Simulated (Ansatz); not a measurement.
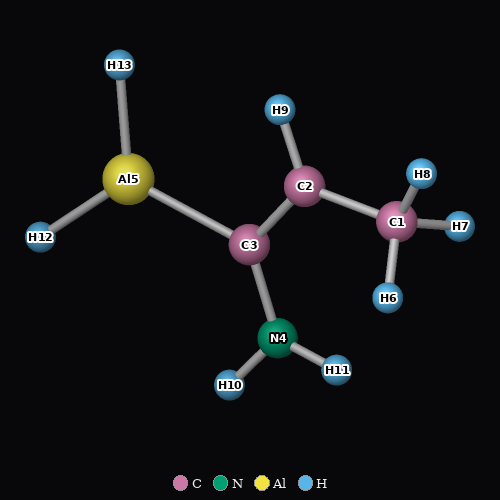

The system is C3H8AlN, SMILES CC=[C](N)[AlH2]; the picture shows the reference structure. 
- The first coordinate is: umbrella angle at Al5 (between each of its bonds and their common axis; 90 is planar); the second: change of the bonds Al5–C3, Al5–H12, Al5–H13, all alike.
- Nothing is relaxed (all other coordinates rigid).
- The grid has 15 × 15 points.
- Points are written as (first, second).
- Energies: kJ/mol, counted from the lowest grid point.
- Method: RKS SPW92 (LDA)/def2-SVP in Ansatz 0.2.0.

Its coordinates:

```xyz
13

C    -1.6452   -0.8626    0.4741
C    -0.4579    0.0003    0.6973
C     0.5444    0.1271   -0.2296
N     0.5317   -0.5655   -1.4034
Al    1.8260    1.4604    0.3215
H    -2.0583   -0.7298   -0.5569
H    -1.3995   -1.9492    0.5676
H    -2.4691   -0.6553    1.1866
H    -0.3608    0.5449    1.6542
H     1.1718   -0.3196   -2.1576
H    -0.2954   -1.1095   -1.6695
H     2.9486    2.0175   -0.6884
H     1.6843    2.0069    1.8191
```

Range: umbrella angle at Al5 (between each of its bonds and their common axis; 90 is planar) from 66.0 to 114.0°; change of the bonds Al5–C3, Al5–H12, Al5–H13, all alike from −0.188 to 0.291 Å.

### What will the energy surface look like?

The lowest grid point is at (90.0°, 0.017 Å). It is the only kind of minimum in the scanned range. The highest grid point, (66.0°, −0.188 Å), lies 203 kJ/mol above the lowest. Round the minimum the two coordinates are nearly uncoupled.

```csv
"second ↓, first →",66.0,69.4,72.9,76.3,79.7,83.1,86.6,90.0,93.4,96.9,100.3,103.7,107.1,110.6,114.0
0.291,191,172,156,142,132,124,119,117,118,121,128,138,150,165,183
0.257,172,152,135,121,110,102,97,95,96,100,107,117,129,145,163
0.223,154,134,116,102,90,82,77,74,75,80,87,97,110,127,146
0.188,137,116,98,83,71,63,57,55,56,61,68,79,92,109,129
0.154,123,102,83,67,55,46,41,39,40,44,52,63,77,95,115
0.120,111,89,69,54,41,32,27,24,25,30,38,49,64,82,103
0.086,102,79,59,43,30,21,15,13,14,19,27,39,54,73,94
0.051,97,73,52,35,22,13,7,4,6,11,19,31,47,66,89
0.017,95,70,49,32,18,9,2,0,1,6,15,28,44,64,87
−0.017,97,72,50,33,19,9,2,0,1,7,16,28,45,66,90
−0.051,105,79,56,38,24,14,8,5,7,12,21,34,51,73,98
−0.086,119,92,69,50,36,26,19,16,18,23,33,46,64,86,112
−0.120,139,112,88,69,54,43,37,34,36,41,51,65,83,106,132
−0.154,167,139,114,95,80,69,62,59,61,67,77,91,110,133,160
−0.188,203,174,149,130,114,103,96,93,95,101,111,126,145,169,197
```

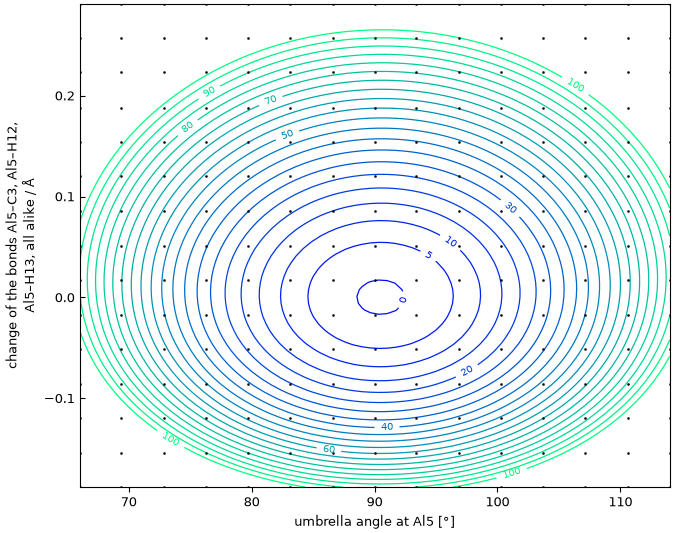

Drawn: contour lines labelled in kJ/mol (none above 100), dots at the grid points. Between grid points the surface is interpolated.

The whole map (225 points run) took 4.5 min on 1 thread of AMD EPYC 9R45 96-Core Processor (Zen 5) (shared host).
